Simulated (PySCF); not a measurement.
## Frequency calculation of C$_{2}$H$_{2}$O$_{2}$

C$_{2}$H$_{2}$O$_{2}$, SMILES O=CC=O, computed with B3LYP/pcSseg-1 displacements along normal modes, gas phase (PySCF 2.14.0).

The input sets isotopic masses.

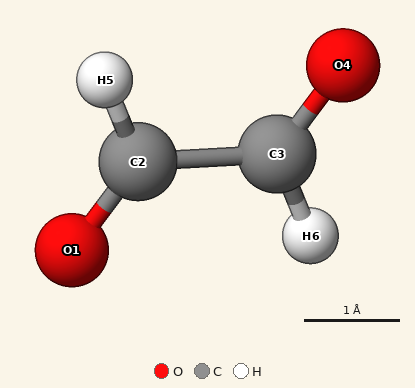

*The structure (ball-and-stick view, seen at a tilt; atoms are numbered from 1 in the order of the input).*

**Input file**
```
{"job": {"xc": "B3LYP", "basis": "pcSseg-1", "grid": 2, "temperatures": [200, 500], "kind": "vib", "mass_numbers": [16, 12, 12, 16, 2, 2]}, "charge": 0, "multiplicity": 1}
O      1.490404    -0.877929    -0.083077
C      0.761068     0.078936    -0.037343
C     -0.756904    -0.076282     0.008573
O     -1.486240     0.880583     0.054304
H      1.121056     1.130869    -0.024974
H     -1.116893    -1.128215    -0.003780
```

The first line tells a small driver script what to run in PySCF; the rest is the geometry in Å.

Launch command:
```bash
OMP_NUM_THREADS=1 python <driver script> task.json out
```

**Output**
```
mode    cm-1    km/mol   phi_rrr   E(+)/cm-1  E(-)/cm-1
  1    129.60    29.00       0.0      26.43      26.43
  2    311.34    45.09       0.0      56.80      56.79
  3    543.42     0.00     -87.0      94.69     101.03
  4    632.53     0.64      -0.2     114.73     114.77
  5    934.45     0.00       0.0     168.38     168.29
  6    935.57     0.00      97.1     172.00     164.91
  7   1019.91    13.02       0.0     183.72     183.71
  8   1113.26     0.00    -135.6     195.72     205.38
  9   1776.69   171.30       0.2     320.20     320.21
 10   1784.29     0.00     391.1     335.66     307.52
 11   2168.63   120.35      -1.2     391.78     391.85
 12   2172.94     0.00     847.8     423.08     362.16
```

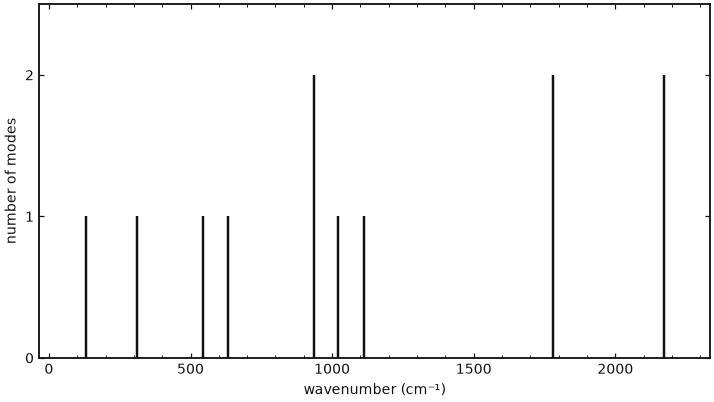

*Harmonic vibrational wavenumbers from the force constants; neighbouring modes closer than 9 cm⁻¹ are counted in one stick.*

12 modes from 130 to 2173 cm⁻¹, none imaginary.

**Key numbers**

| quantity | value |
| --- | --- |
| outcome | converged |
| wavenumbers, lowest and highest | 130 and 2173 cm⁻¹ |
| hardware | 1 CPU thread, shared host |
| wall time | 76 s |
| peak memory | 0.43 GiB |
